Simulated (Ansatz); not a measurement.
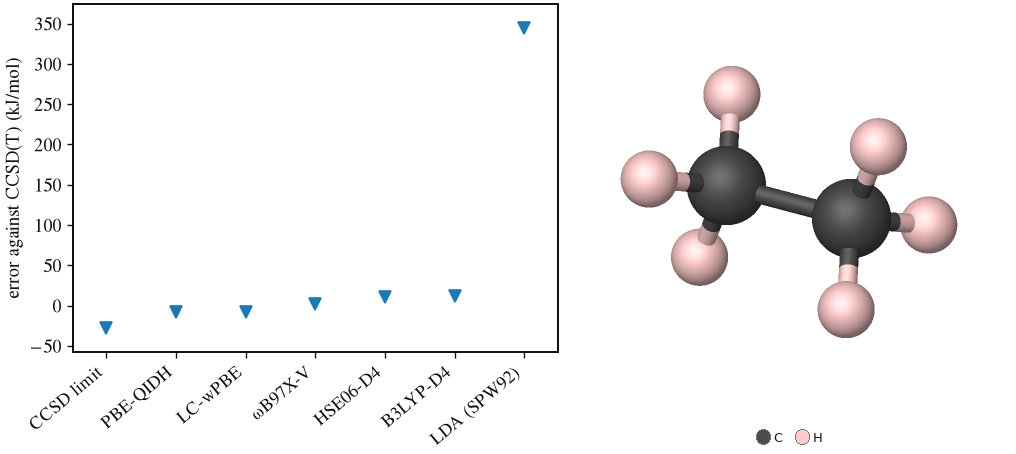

Error in the electronic atomisation energy (method less reference, so positive means overbinding) of C₂H₆, SMILES CC: functionals in def2-TZVPP against frozen-core CCSD(T) at the limit (scheme: direct), which gives 2977.7 kJ/mol, at a PBE0-D4/def2-TZVP geometry (a minimum by its frequencies), no zero-point or spin-orbit term, the Ansatz code. The reference leaves out core correlation, a term that grows with the number of heavy atoms. PBE-QIDH holds a correlation term that converges slowly with the basis, so part of the distance to the limit is basis error. No dispersion term is added to PBE-QIDH and LC-wPBE. Limit means the basis limit.

Q: What range do the values span?

A: From −27.7 kJ/mol (CCSD limit) to 344.2 kJ/mol (LDA (SPW92)).

Q: Give the values.

A:
```tsv
level	kJ/mol
CCSD limit	−27.7
PBE-QIDH	−8.3
LC-wPBE	−7.7
ωB97X-V	2.2
HSE06-D4	10.0
B3LYP-D4	11.8
LDA (SPW92)	344.2
```
